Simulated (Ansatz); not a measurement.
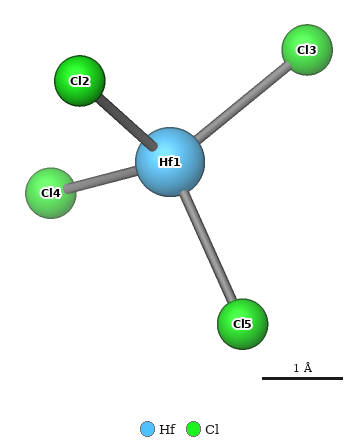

Fig. 1: The structure as given in the input (ball-and-stick view, seen at a tilt; atoms are numbered from 1 in the order of the input). Sticks mark near contacts. Bond lengths as drawn: Cl–Hf 2.34 Å.

## Molecular dynamics, with input and output: HfCl4

System: HfCl4.
Method: RKS r2SCAN/def2-SVP (Ansatz 0.2.0).

The geometry comes from this level: PBE-D4/def2-SVP. Figures and captions count atoms from 1; the log counts them from 0 in places.

The input
```yaml
crystal:
  periodic: [false, false, false]
  atoms:
    - {symbol: Hf, position_ang: [0.000018, 0.000044, -0.000060]}
    - {symbol: Cl, position_ang: [0.009719, -0.015871, 2.336838]}
    - {symbol: Cl, position_ang: [2.200147, 0.009637, -0.788090]}
    - {symbol: Cl, position_ang: [-1.108747, 1.911226, -0.761439]}
    - {symbol: Cl, position_ang: [-1.101128, -1.905037, -0.787250]}
basis:
  gaussian: {orbitals: def2-SVP}
hamiltonian: {xc: {name: r2SCAN}}
md: {timestep: 1 fs, n_steps: 15, ensemble: nvt_nose_hoover, temperature: 500, initial_velocities: maxwell_boltzmann, seed: 210}
scf: {omitted_lower_state_checks: [starts]}
```

Run on 2 threads of Arm Neoverse V2, 23 GiB of memory available, shared host.

Launched with:
```bash
ansatz run in.yaml --threads 2 --pin off --events-out ev --progress --plain --max-ram 4352MiB
```

Output
```
Functional definition: r2SCAN
  name "r2SCAN"
  cite "Furness, Kaplan, Ning, Perdew & Sun, J. Phys. Chem. Lett. 11, 8208 (2020) doi:10.1021/acs.jpclett.0c02405"
  cite "Furness, Kaplan, Ning, Perdew & Sun, J. Phys. Chem. Lett. 11, 9248 (2020) doi:10.1021/acs.jpclett.0c03077"
  parent r2scan
  parameter k0 = 0.174
  parameter k1 = 0.065
  parameter a1 = 4.9479
  exchange = r2scan_x(k0 = k0, k1 = k1, a1 = a1)
  correlation = r2scan_c
these checks for a lower state are left out or cut short: starts
1094 factors; their error is unknown
mean field evaluation 1: about -51387.5584 eV, gradient 1.9e1 eV
mean field evaluation 2: about -51384.6848 eV, gradient 3.8e1 eV
mean field evaluation 4: about -51388.4447 eV, gradient 9.8e-1 eV
mean field evaluation 8: about -51388.3486 eV, gradient 2.9e-1 eV
mean field -51388.34866288 eV, -1888.4869810871 hartree, gradient 3.7e-5 eV, S^2 0.000000; 0 other end points of the search recorded, 0 dependent functions left out
the calculation of the forces begins
reference -51388.34868976 eV, -1888.4869820748 hartree; 40, 40 occupied and 64, 64 virtual orbitals, 1094 factors
md step     0: t =     0.00 fs  T =   500.0 K  F+E_penalty+E_count = -51388.34866288 eV  E_kin = 0.193890 eV  conserved = -51388.15477288 eV  (24 SCF iters)
these checks for a lower state are left out or cut short: starts, cluster_reference, orbital_swaps, neighbouring_geometries, increment
1094 factors; their error is unknown
mean field evaluation 16: about -51388.4449 eV, gradient 6.3e0 eV
mean field -51388.34665455 eV, -1888.4869072823 hartree, gradient 1.6e-5 eV, S^2 0.000000; 0 other end points of the search recorded, 0 dependent functions left out
[... from here on the field's lines of each further geometry are left out, up to the last ...]
md step     1: t =     1.00 fs  T =   494.8 K  F+E_penalty+E_count = -51388.34665455 eV  E_kin = 0.191886 eV  conserved = -51388.15476820 eV  (29 SCF iters)
md step     2: t =     2.00 fs  T =   485.8 K  F+E_penalty+E_count = -51388.34315081 eV  E_kin = 0.188390 eV  conserved = -51388.15476144 eV  (29 SCF iters)
md step     3: t =     3.00 fs  T =   473.2 K  F+E_penalty+E_count = -51388.33824938 eV  E_kin = 0.183498 eV  conserved = -51388.15475323 eV  (29 SCF iters)
md step     4: t =     4.00 fs  T =   457.3 K  F+E_penalty+E_count = -51388.33207029 eV  E_kin = 0.177332 eV  conserved = -51388.15474381 eV  (29 SCF iters)
md step     5: t =     5.00 fs  T =   438.5 K  F+E_penalty+E_count = -51388.32475341 eV  E_kin = 0.170032 eV  conserved = -51388.15473326 eV  (29 SCF iters)
md step     6: t =     6.00 fs  T =   417.1 K  F+E_penalty+E_count = -51388.31645577 eV  E_kin = 0.161756 eV  conserved = -51388.15472215 eV  (29 SCF iters)
md step     7: t =     7.00 fs  T =   393.7 K  F+E_penalty+E_count = -51388.30734572 eV  E_kin = 0.152672 eV  conserved = -51388.15471006 eV  (29 SCF iters)
md step     8: t =     8.00 fs  T =   368.7 K  F+E_penalty+E_count = -51388.29760136 eV  E_kin = 0.142960 eV  conserved = -51388.15469849 eV  (29 SCF iters)
md step     9: t =     9.00 fs  T =   342.5 K  F+E_penalty+E_count = -51388.28740265 eV  E_kin = 0.132799 eV  conserved = -51388.15468667 eV  (30 SCF iters)
md step    10: t =    10.00 fs  T =   315.6 K  F+E_penalty+E_count = -51388.27693196 eV  E_kin = 0.122372 eV  conserved = -51388.15467510 eV  (30 SCF iters)
md step    11: t =    11.00 fs  T =   288.5 K  F+E_penalty+E_count = -51388.26636944 eV  E_kin = 0.111859 eV  conserved = -51388.15466355 eV  (31 SCF iters)
md step    12: t =    12.00 fs  T =   261.6 K  F+E_penalty+E_count = -51388.25589234 eV  E_kin = 0.101437 eV  conserved = -51388.15465282 eV  (30 SCF iters)
md step    13: t =    13.00 fs  T =   235.4 K  F+E_penalty+E_count = -51388.24567052 eV  E_kin = 0.091274 eV  conserved = -51388.15464252 eV  (31 SCF iters)
md step    14: t =    14.00 fs  T =   210.3 K  F+E_penalty+E_count = -51388.23586602 eV  E_kin = 0.081533 eV  conserved = -51388.15463271 eV  (31 SCF iters)
the calculation of the forces begins
reference -51388.22665779 eV, -1888.4824974825 hartree; 40, 40 occupied and 64, 64 virtual orbitals, 1094 factors
these checks for a lower state are left out or cut short: starts
1094 factors; their error is unknown
mean field -51388.22663093 eV, -1888.4824964956 hartree, gradient 9.5e-6 eV, S^2 0.000000; 0 other end points of the search recorded, 0 dependent functions left out
the calculation of the forces begins
reference -51388.22665779 eV, -1888.4824974825 hartree; 40, 40 occupied and 64, 64 virtual orbitals, 1094 factors
md step    15: t =    15.00 fs  T =   186.6 K  F+E_penalty+E_count = -51388.22663093 eV  E_kin = 0.072362 eV  conserved = -51388.15462387 eV  (32 SCF iters)
```

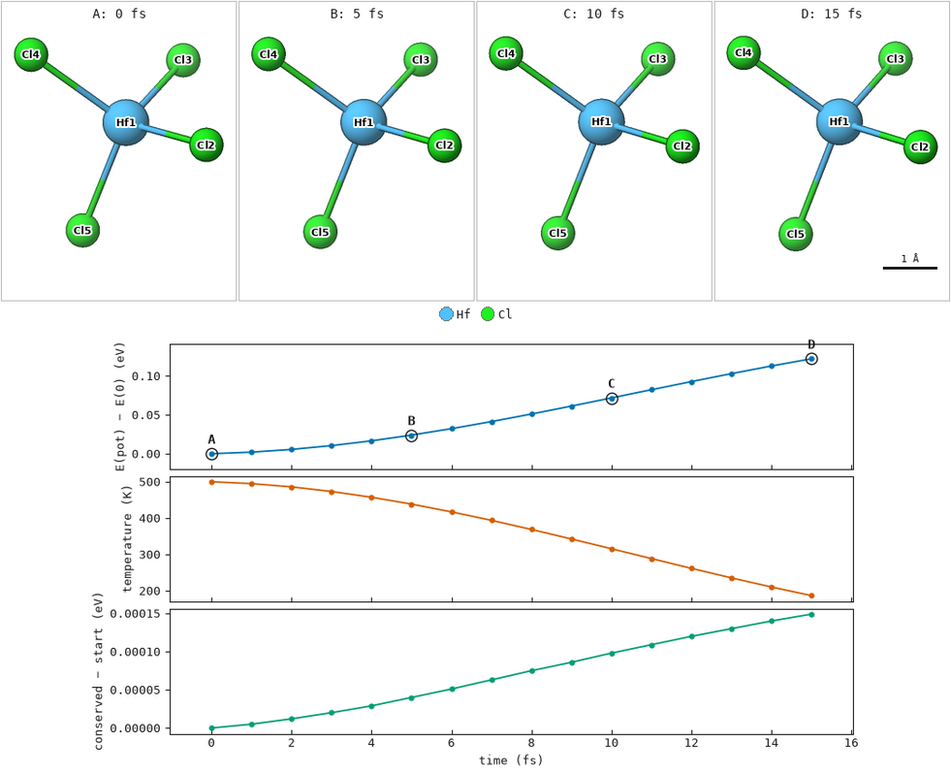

Fig. 2: Frames of the molecular dynamics (ball-and-stick, seen at a tilt) above the curves, on which the letters mark them. The trajectory kept here has 16 frames over 15 fs. The temperature starts at 500 K, ranges from 187 to 500 K and averages 276 K over the second half. The potential energy ends 0.122 eV above its first value. The conserved quantity stays within 0.00015 eV. After an unweighted best fit of the last frame on the first, the root-mean-square displacement is 0.06 Å.

```
Total energy: -51388.22665779 eV, -1888.4824974825 hartree
Atom 0 at     0.007632     0.009305     0.002556 Å, force    -0.325040    -0.672672     0.112323 eV/Å
Atom 1 at    -0.029089    -0.033096     2.398633 Å, force     0.063962     0.052944    -1.010531 eV/Å
Atom 2 at     2.223344     0.019168    -0.840878 Å, force    -0.626385     0.003836     0.285713 eV/Å
Atom 3 at    -1.103683     1.943867    -0.776381 Å, force     0.271796    -0.487844     0.202678 eV/Å
Atom 4 at    -1.128917    -1.976612    -0.794488 Å, force     0.615667     1.103736     0.409817 eV/Å
Dipole moment:     0.035483     0.064547    -0.004736 e Å
Checks for a lower state left out: starts
```

Trajectory as extended XYZ (Å, eV, eV/Å), 16 frames, from step=0 to step=15
```
5
Properties=species:S:1:pos:R:3:forces:R:3 step=0 time_fs=0.0 energy=-51388.34866 temperature=500.0
Hf    0.0000    0.0000   -0.0001    0.0000   0.0001  -0.0002
Cl    0.0097   -0.0159    2.3368   -0.0003   0.0006  -0.0725
Cl    2.2001    0.0096   -0.7881   -0.0688  -0.0002   0.0245
Cl   -1.1087    1.9112   -0.7614    0.0347  -0.0597   0.0237
Cl   -1.1011   -1.9050   -0.7873    0.0343   0.0593   0.0244
5
Properties=species:S:1:pos:R:3:forces:R:3 step=1 time_fs=1.0 energy=-51388.34666 temperature=494.8
Hf    0.0006    0.0008    0.0001   -0.0314  -0.0658   0.0104
Cl    0.0071   -0.0171    2.3419    0.0035   0.0043  -0.1581
Cl    2.2023    0.0103   -0.7919   -0.1185   0.0004   0.0461
Cl   -1.1087    1.9139   -0.7626    0.0562  -0.0973   0.0392
Cl   -1.1035   -1.9108   -0.7881    0.0901   0.1584   0.0623
5
Properties=species:S:1:pos:R:3:forces:R:3 step=2 time_fs=2.0 energy=-51388.34315 temperature=485.8
Hf    0.0011    0.0015    0.0003   -0.0616  -0.1290   0.0208
Cl    0.0045   -0.0182    2.3469    0.0074   0.0081  -0.2414
Cl    2.2044    0.0109   -0.7956   -0.1672   0.0011   0.0674
Cl   -1.1086    1.9165   -0.7638    0.0773  -0.1342   0.0544
Cl   -1.1059   -1.9165   -0.7890    0.1440   0.2541   0.0988
5
Properties=species:S:1:pos:R:3:forces:R:3 step=3 time_fs=3.0 energy=-51388.33825 temperature=473.2
Hf    0.0017    0.0022    0.0004   -0.0904  -0.1895   0.0308
Cl    0.0018   -0.0194    2.3518    0.0115   0.0119  -0.3221
Cl    2.2064    0.0115   -0.7994   -0.2146   0.0017   0.0882
Cl   -1.1085    1.9190   -0.7650    0.0977  -0.1701   0.0693
Cl   -1.1083   -1.9222   -0.7898    0.1958   0.3461   0.1337
5
Properties=species:S:1:pos:R:3:forces:R:3 step=4 time_fs=4.0 energy=-51388.33207 temperature=457.3
Hf    0.0022    0.0029    0.0006   -0.1179  -0.2471   0.0405
Cl   -0.0008   -0.0206    2.3566    0.0157   0.0157  -0.3999
Cl    2.2084    0.0122   -0.8031   -0.2605   0.0022   0.1087
Cl   -1.1083    1.9216   -0.7661    0.1175  -0.2050   0.0837
Cl   -1.1106   -1.9277   -0.7905    0.2452   0.4342   0.1670
5
Properties=species:S:1:pos:R:3:forces:R:3 step=5 time_fs=5.0 energy=-51388.32475 temperature=438.5
Hf    0.0028    0.0036    0.0007   -0.1439  -0.3015   0.0496
Cl   -0.0034   -0.0218    2.3613    0.0200   0.0194  -0.4745
Cl    2.2104    0.0128   -0.8067   -0.3048   0.0027   0.1286
Cl   -1.1082    1.9240   -0.7672    0.1366  -0.2387   0.0977
Cl   -1.1128   -1.9331   -0.7913    0.2922   0.5180   0.1985
5
Properties=species:S:1:pos:R:3:forces:R:3 step=6 time_fs=6.0 energy=-51388.31646 temperature=417.1
Hf    0.0033    0.0043    0.0009   -0.1683  -0.3525   0.0583
Cl   -0.0060   -0.0230    2.3659    0.0243   0.0231  -0.5456
Cl    2.2122    0.0134   -0.8104   -0.3472   0.0031   0.1480
Cl   -1.1080    1.9264   -0.7683    0.1548  -0.2710   0.1112
Cl   -1.1149   -1.9384   -0.7920    0.3365   0.5973   0.2281
5
Properties=species:S:1:pos:R:3:forces:R:3 step=7 time_fs=7.0 energy=-51388.30735 temperature=393.7
Hf    0.0039    0.0050    0.0011   -0.1912  -0.4002   0.0665
Cl   -0.0086   -0.0241    2.3704    0.0286   0.0267  -0.6131
Cl    2.2139    0.0141   -0.8140   -0.3877   0.0035   0.1666
Cl   -1.1077    1.9288   -0.7694    0.1721  -0.3020   0.1242
Cl   -1.1170   -1.9436   -0.7926    0.3782   0.6720   0.2559
5
Properties=species:S:1:pos:R:3:forces:R:3 step=8 time_fs=8.0 energy=-51388.29760 temperature=368.7
Hf    0.0044    0.0056    0.0012   -0.2125  -0.4447   0.0742
Cl   -0.0112   -0.0253    2.3747    0.0330   0.0303  -0.6769
Cl    2.2156    0.0147   -0.8176   -0.4260   0.0038   0.1845
Cl   -1.1074    1.9310   -0.7704    0.1885  -0.3314   0.1365
Cl   -1.1189   -1.9485   -0.7931    0.4172   0.7420   0.2817
5
Properties=species:S:1:pos:R:3:forces:R:3 step=9 time_fs=9.0 energy=-51388.28740 temperature=342.5
Hf    0.0049    0.0062    0.0014   -0.2325  -0.4860   0.0813
Cl   -0.0138   -0.0264    2.3787    0.0374   0.0338  -0.7367
Cl    2.2171    0.0153   -0.8211   -0.4621   0.0040   0.2016
Cl   -1.1071    1.9332   -0.7714    0.2038  -0.3593   0.1482
Cl   -1.1208   -1.9533   -0.7936    0.4534   0.8075   0.3056
5
Properties=species:S:1:pos:R:3:forces:R:3 step=10 time_fs=10.0 energy=-51388.27693 temperature=315.6
Hf    0.0054    0.0068    0.0016   -0.2510  -0.5243   0.0879
Cl   -0.0164   -0.0276    2.3826    0.0418   0.0372  -0.7926
Cl    2.2185    0.0160   -0.8245   -0.4959   0.0042   0.2179
Cl   -1.1067    1.9352   -0.7723    0.2181  -0.3854   0.1592
Cl   -1.1225   -1.9578   -0.7940    0.4871   0.8683   0.3276
5
Properties=species:S:1:pos:R:3:forces:R:3 step=11 time_fs=11.0 energy=-51388.26637 temperature=288.5
Hf    0.0059    0.0074    0.0018   -0.2683  -0.5597   0.0940
Cl   -0.0189   -0.0287    2.3863    0.0462   0.0406  -0.8445
Cl    2.2198    0.0166   -0.8279   -0.5272   0.0043   0.2333
Cl   -1.1062    1.9372   -0.7732    0.2312  -0.4097   0.1695
Cl   -1.1241   -1.9621   -0.7943    0.5180   0.9245   0.3477
5
Properties=species:S:1:pos:R:3:forces:R:3 step=12 time_fs=12.0 energy=-51388.25589 temperature=261.6
Hf    0.0063    0.0079    0.0020   -0.2843  -0.5921   0.0996
Cl   -0.0215   -0.0298    2.3898    0.0507   0.0439  -0.8923
Cl    2.2209    0.0172   -0.8313   -0.5559   0.0043   0.2478
Cl   -1.1057    1.9391   -0.7741    0.2432  -0.4322   0.1789
Cl   -1.1255   -1.9661   -0.7945    0.5464   0.9762   0.3660
5
Properties=species:S:1:pos:R:3:forces:R:3 step=13 time_fs=13.0 energy=-51388.24567 temperature=235.4
Hf    0.0068    0.0084    0.0022   -0.2991  -0.6217   0.1045
Cl   -0.0240   -0.0309    2.3930    0.0551   0.0470  -0.9359
Cl    2.2219    0.0179   -0.8346   -0.5821   0.0042   0.2614
Cl   -1.1051    1.9408   -0.7749    0.2540  -0.4528   0.1877
Cl   -1.1268   -1.9699   -0.7946    0.5721   1.0232   0.3824
5
Properties=species:S:1:pos:R:3:forces:R:3 step=14 time_fs=14.0 energy=-51388.23587 temperature=210.3
Hf    0.0072    0.0089    0.0024   -0.3126  -0.6485   0.1087
Cl   -0.0266   -0.0320    2.3959    0.0596   0.0500  -0.9754
Cl    2.2227    0.0185   -0.8378   -0.6056   0.0041   0.2740
Cl   -1.1044    1.9424   -0.7757    0.2635  -0.4713   0.1956
Cl   -1.1279   -1.9734   -0.7946    0.5951   1.0657   0.3970
5
Properties=species:S:1:pos:R:3:forces:R:3 step=15 time_fs=15.0 energy=-51388.22663 temperature=186.6
Hf    0.0076    0.0093    0.0026   -0.3250  -0.6727   0.1123
Cl   -0.0291   -0.0331    2.3986    0.0640   0.0529  -1.0105
Cl    2.2233    0.0192   -0.8409   -0.6264   0.0038   0.2857
Cl   -1.1037    1.9439   -0.7764    0.2718  -0.4878   0.2027
Cl   -1.1289   -1.9766   -0.7945    0.6157   1.1037   0.4098
```

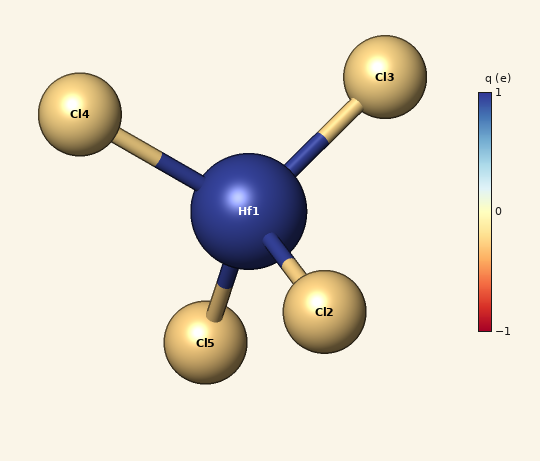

Fig. 3: Mulliken charges, as the colour of each atom (ball-and-stick view, seen at a tilt; atoms are numbered from 1 in the order of the input). By element: Hf +0.96 and Cl −0.26 to −0.23 e.

Summary

| quantity | value |
| --- | --- |
| outcome | finished |
| mean temperature over the second half | 276 K |
| trajectory | 15 steps, 15 fs |
| ensemble | nvt_nose_hoover |
| temperature in the input | 500 K |
| time step | 1 fs |
| potential energy (last step) | −51388.2267 eV |
| SCF solution under orbital rotations (last step) | stable |
| largest force (length of the vector) (last step) | 1.329 eV/Å |
| dipole moment (last step) | 0.35 D |
| wall time | 1.7 min (CPU time 3.3 min) |
| peak memory | 0.4 GiB |

Remarks

So short a trajectory is not equilibrated. The temperature stays far from the 500 K of the thermostat over the second half: the run isn't equilibrated.
